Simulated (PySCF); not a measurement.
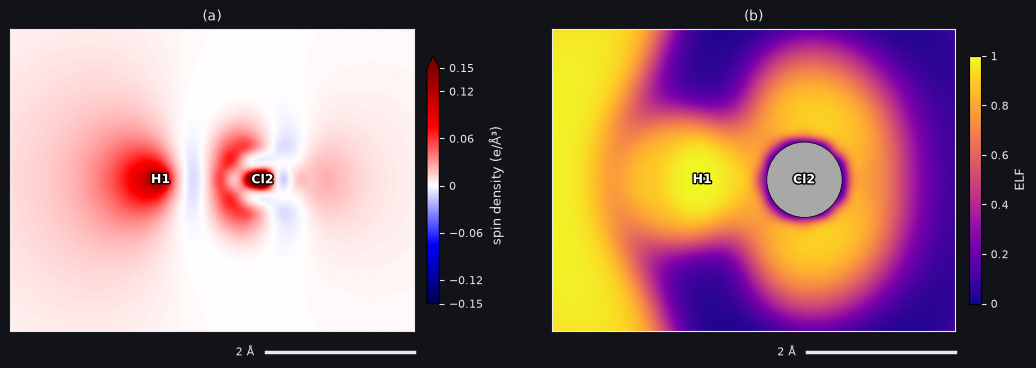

Figure. HCl (charge −1, doublet). (a) spin density (α minus β); (b) electron localisation function on a plane that holds the molecular axis. Grey discs cover the atomic cores in the ELF map.

Method: PySCF 2.14.0, PBE0/aug-cc-pVDZ(-PP), non-relativistic Hamiltonian with scalar-relativistic core potentials where named, at a bond length of 1.377 Å.

```yaml
atoms:
  - { symbol: H, position_ang: [0.0000, 0.0000, -1.3384] }
  - { symbol: Cl, position_ang: [0.0000, 0.0000, 0.0386] }
```

Read the bonding off the picture.

Atoms in the plane: H and Cl.
Cl–H (1.38 Å): the ELF climbs to about 1 towards the hydrogen, as it does in any bond to H; an ordinary covalent bond to hydrogen.
The ELF also peaks beside Cl2, away from the bonds: non-bonding electrons, paired or unpaired.
The unpaired spin (1 electron) lies mostly on H1 (about 0.7) and Cl2 (about 0.3), in electrons by Hirshfeld's partition.
